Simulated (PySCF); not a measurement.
# C6H10OS: the cost of one run

Computed with PySCF 2.14.0 and routines of our own; the level stands in each step. Atoms count from 0.

## Step 1: The system as given

18 atoms, charge 0, multiplicity 1; geometry from: GFN2-xTB.

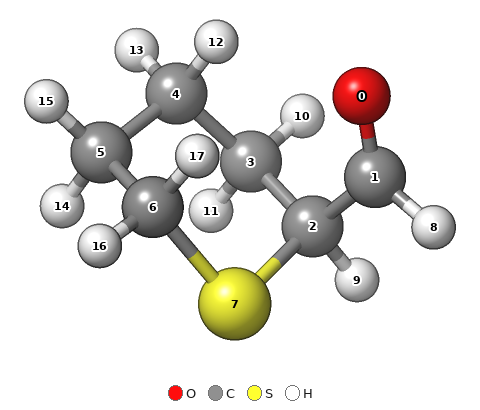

The starting geometry (oxygen red, carbon grey, sulfur yellow, hydrogen white).

## Step 2: Magnetic properties: GIAO PBE/pcSseg-1

What the job is given:

```
{"job": {"kind": "mag", "xc": "PBE", "basis": "pcSseg-1", "isotopologues": 2}, "charge": 0, "multiplicity": 1}
O      1.399861    -1.024927     1.606866
C      1.675304    -1.224665     0.453232
C      1.221735    -0.416419    -0.722191
C      0.826233     1.036620    -0.504120
C     -0.305756     1.238728     0.502863
C     -1.583908     0.519233     0.080247
C     -1.380989    -0.985322     0.059853
S     -0.202463    -1.463383    -1.240367
H      2.233051    -2.129831     0.145708
H      1.936808    -0.506218    -1.542350
H      1.712823     1.576302    -0.160387
H      0.529320     1.453794    -1.470510
H      0.007884     0.871650     1.480428
H     -0.503978     2.308714     0.590384
H     -1.895503     0.858321    -0.911029
H     -2.383475     0.754625     0.786264
H     -2.299775    -1.517650    -0.182791
H     -0.995934    -1.343255     1.016244
```

Level: GIAO PBE/pcSseg-1 magnetisability, rotational g tensor and spin-rotation constants, non-relativistic, gas phase.

Command:

```console
$ OMP_NUM_THREADS=1 python excited_run.py task.json out
```

The driver reads the jobs from task.json and runs them one after another.

Q: Estimate the wall time and peak memory of this first job on 1 thread of Intel Xeon Platinum 8259CL at 2.50GHz, shared host.

About 100 s, with a peak of 0.72 GiB.
